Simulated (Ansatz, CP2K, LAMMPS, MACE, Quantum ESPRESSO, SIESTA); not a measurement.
**Amorphous Si0.5Ge0.5 (72 atoms): relaxed, then solved by several programs**

What does relaxation change in amorphous Si0.5Ge0.5 (72 atoms), and how far do other programs agree with plane waves on the relaxed cell?

All numbers are calculated, not measured.

**1. The cell**

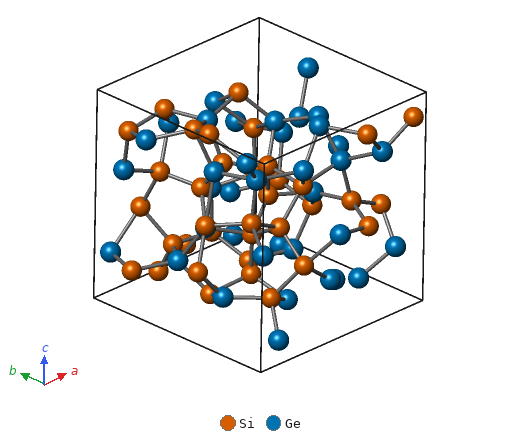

The cell (silicon orange, germanium blue). Bonds to atoms that aren't drawn are left out. Some periodic images of atoms are drawn too.

The cell holds 72 atoms (36 Si and 36 Ge), with edges of 11.68, 11.68 and 11.68 Å. Recipe: 72 atoms (36 Si, 36 Ge) placed at random at 3.78 g/cm³, melted at 3500 K for 10 ps at fixed volume with the Tersoff potential (Tersoff, Phys. Rev. B 39, 5566 (1989)). Quenched from 3500 K to 300 K at 20 K/ps and fixed volume, annealed at 800 K for 20 ps, held 5 ps, then minimised at fixed cell. Then the atoms were relaxed with MACE MPA-0 medium in the fixed cell. Then the atoms were relaxed with CP2K double zeta, PBE.

**2. The relaxation**

CP2K double zeta (DZVP-MOLOPT-SR, GTH-PBE potentials, 280 Ry; k-points Γ) took 49 geometry steps and reached its thresholds. It started from the geometry that MACE MPA-0 medium had relaxed.

Wall time 19 min (4 MPI ranks of Arm Neoverse V1, shared host); peak memory 2.7 GiB; 77 min of CPU time.

|  | before | after |
| --- | --- | --- |
| energy (meV/atom) | 0 | -29.8 |
| Ge-Si bonds under 2.98 Å | 74 at 2.495 Å | 72 at 2.477 Å |
| Si-Si bonds under 2.98 Å | 40 at 2.416 Å | 40 at 2.390 Å |
| Ge-Ge bonds under 2.88 Å | 37 at 2.567 Å | 35 at 2.544 Å |

Atoms moved by 0.34 Å r.m.s. and 1.37 Å at most, with the common shift taken off.

**3. Local order after relaxation**

Density 3.78 g/cm³, 22.12 Å³ an atom.

g(r), total and by pair (bins of 0.2 Å):

| r (Å) | total | Ge-Ge | Ge-Si | Si-Si |
| --- | --- | --- | --- | --- |
| 2.20 | 0.05 | 0.00 | 0.00 | 0.19 |
| 2.40 | 4.17 | 1.93 | 4.10 | 6.54 |
| 2.60 | 1.55 | 3.25 | 1.41 | 0.14 |
| 2.80 | 0.16 | 0.13 | 0.26 | 0.00 |
| 3.00 | 0.03 | 0.11 | 0.00 | 0.00 |
| 3.20 | 0.38 | 0.48 | 0.42 | 0.18 |
| 3.40 | 0.75 | 0.66 | 0.83 | 0.66 |
| 3.60 | 1.06 | 0.83 | 1.06 | 1.28 |
| 3.80 | 1.48 | 1.15 | 1.52 | 1.75 |
| 4.00 | 1.67 | 1.65 | 1.59 | 1.84 |
| 4.20 | 1.46 | 1.39 | 1.52 | 1.40 |
| 4.40 | 1.05 | 0.76 | 1.16 | 1.11 |
| 4.60 | 0.95 | 1.35 | 0.81 | 0.83 |
| 4.80 | 0.77 | 1.06 | 0.74 | 0.55 |
| 5.00 | 0.84 | 1.02 | 0.92 | 0.50 |
| 5.20 | 0.76 | 0.76 | 0.73 | 0.83 |
| 5.40 | 0.92 | 0.81 | 1.00 | 0.87 |
| 5.60 | 1.00 | 0.94 | 0.95 | 1.19 |

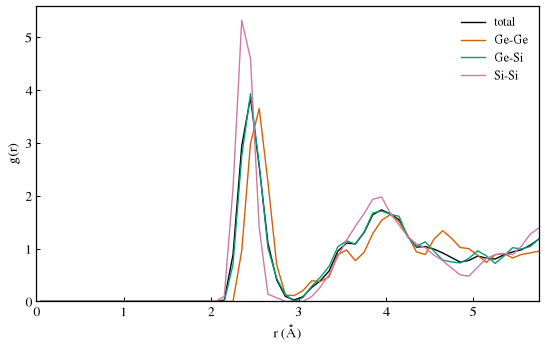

Pair distribution functions, lightly smoothed.

Bonds by pair of elements; cutoffs follow the first minimum of g(r), held within bounds set by covalent radii, and pairs that aren't listed don't count as bonded:

| pair A-B | cutoff (Å) | bonds | mean length (Å) | spread (Å) | shortest (Å) | B about A | A about B |
| --- | --- | --- | --- | --- | --- | --- | --- |
| Ge-Ge | 2.88 | 35 | 2.54 | 0.073 | 2.43 | 1.94 | 1.94 |
| Ge-Si | 2.98 | 72 | 2.48 | 0.101 | 2.34 | 2 | 2 |
| Si-Si | 2.98 | 40 | 2.39 | 0.061 | 2.29 | 2.22 | 2.22 |

How many atoms have how many bonded neighbours:

```csv
element,mean,3,4,5
Ge,3.94,2,34,0
Si,4.22,0,28,8
```

Bond angles (no mean is given where the spread exceeds 20°):

| angle | count | mean (°) | spread (°) |
| --- | --- | --- | --- |
| Ge-Si-Si | 135 | 110 | 17.7 |
| Ge-Ge-Si | 107 | 108 | 15.9 |
| Si-Si-Si | 61 | 109 | 14.3 |
| Si-Ge-Si | 53 | 108 | 13.8 |
| Ge-Si-Ge | 52 | 104 | 18.4 |

Bond length by coordination (bonds to H left out):

| element | coordination | atoms | mean bond length (Å) |
| --- | --- | --- | --- |
| Ge | 3 | 2 | 2.60 |
| Ge | 4 | 34 | 2.51 |
| Si | 4 | 28 | 2.40 |
| Si | 5 | 8 | 2.51 |

Rings of the network by King's shortest-path rule, up to 12 atoms, one path for each pair of neighbours; H, halogens, alkali and alkaline-earth atoms are left out, and the last column divides by all other atoms, bonded or not:

| ring size (atoms) | rings | per network atom |
| --- | --- | --- |
| 4 | 11 | 0.153 |
| 5 | 38 | 0.528 |
| 6 | 45 | 0.625 |
| 7 | 51 | 0.708 |
| 8 | 7 | 0.097 |

First main peaks of g(r), for some of the pairs, lie near 2.5 Å (Ge-Ge), 2.4 Å (Ge-Si) and 2.4 Å (Si-Si). With the cutoffs above, 94 % of Ge atoms have 4 and 78 % of Si atoms have 4 bonded neighbours. The Ge-Si-Si angle averages 110° with a spread of 18°. Rings of 7 atoms are the most common (34 % of those counted); sizes run from 4 to 8.

**4. The plane-wave reference**

Quantum ESPRESSO 7.5: Kohn-Sham DFT, PBE, SSSP efficiency 1.3.0 pseudopotentials, plane waves. Its input for the relaxed cell:

```
&control
  calculation = 'scf'
  pseudo_dir = './pseudo'
  outdir = './tmp'
  disk_io = 'none'
  tprnfor = .true.
  tstress = .true.
/
&system
  ibrav = 0
  nat = 72
  ntyp = 2
  ecutwfc = 45
  ecutrho = 360
  nosym = .true.
  occupations = 'smearing'
  smearing = 'fd'
  degauss = 0.003675
/
&electrons
  conv_thr = 3.6e-07
  electron_maxstep = 100
  mixing_beta = 0.2
  mixing_mode = 'local-TF'
  diagonalization = 'david'
/
ATOMIC_SPECIES
Si 28.085 Si.upf
Ge 72.630 Ge.upf
CELL_PARAMETERS angstrom
11.67870 0.00000 0.00000
0.00000 11.67870 0.00000
0.00000 0.00000 11.67870
ATOMIC_POSITIONS crystal
Si 0.01139 0.78703 0.20376
Si 0.36039 0.59196 0.66875
Si 0.78295 0.22635 0.47360
[... 67 atom lines left out ...]
Ge 0.46479 0.29340 0.08392
Ge 0.73828 0.24936 0.67364
K_POINTS gamma
```

The job ended after 3.4 min (4 MPI ranks of Arm Neoverse V1, shared host; peak memory 3.9 GiB).

**5. Side by side**

CPU times are from a shared host and are rough.

| level | basis or training data | k-points | own r.m.s. force (meV/Å) | difference from the reference (meV/Å) | pressure (GPa) | CPU time | memory (GiB) |
| --- | --- | --- | --- | --- | --- | --- | --- |
| QE, PBE | plane waves, SSSP efficiency, 45/360 Ry | Γ | 35 | - | 0.48 | 14 min | 3.9 |
| CP2K triple zeta, PBE | TZV2P-UZH, GTH-PBE potentials, 350 Ry | Γ | 22 | 26 | 0.66 | 11 min | 5.0 |
| SIESTA DZP, PBE | DZP orbitals, shift 0.01 Ry, mesh 250 Ry | Γ | 100 | 115 | 1.39 | 7 min | 1.9 |
| MACE MPA-0 medium | trained on PBE(+U) plane-wave data | - | 160 | 156 | 0.17 | 8.3 s | 0.83 |

**6. What came out**

Relaxation in the fixed cell lowers the energy by 30 meV/atom at its own level and moves atoms by up to 1.37 Å. By the cutoffs of the final cell 4 bonds formed and 8 were lost, leaving 147. The reference finds an r.m.s. force of 35 meV/Å there and a pressure of 0.48 GPa, at a geometry that CP2K double zeta made.

Forces differ from the reference's by 26 meV/Å (CP2K triple zeta, PBE), 115 meV/Å (SIESTA DZP, PBE) and 156 meV/Å (MACE MPA-0 medium). CP2K double zeta is at its own minimum here, so the reference's force is itself a measure of how the two differ. Pressures lie -0.3 GPa (MACE MPA-0 medium), +0.2 GPa (CP2K triple zeta, PBE) and +0.9 GPa (SIESTA DZP, PBE) from the reference's. The levels on either side of half filling lie 0.18 eV apart in the reference, but the smearing leaves some partly filled, so none is tabled. With the cutoffs above, 94 % of Ge atoms have 4 and 78 % of Si atoms have 4 bonded neighbours. Rings of 7 atoms are the most common (34 % of those counted); sizes run from 4 to 8.

Caveats: The density was set by the recipe and held. One sample of a disordered cell; defect or tail levels can set the gap. The quench rate of 20 K/ps is many orders above laboratory rates, so the cell is likely richer in defects and strain than a real sample. The reference samples only Γ, in a cell whose shortest periodic width is 12 Å. The plane-wave runs aren't exact: their cutoffs and mesh weren't converged further here. SIESTA's automatically made basis is far from complete, and its potentials were converted by us (checked for H, C, O, Si, Ge and Ca alone). Spin–orbit coupling is left out. Where levels are smeared, the DFT runs use Fermi–Dirac occupations at 580 K (0.05 eV), and energies are free energies.

[Logs are printed without paths, hosts, clocks, repeated set-up lines and the standing remarks that a program may print on its own settings, such as how far it seeks lower states.]

[Hosts, paths, dates, database ids (printed as entryN), source tags and the programs' standing remarks are cut or masked in the printed files.]
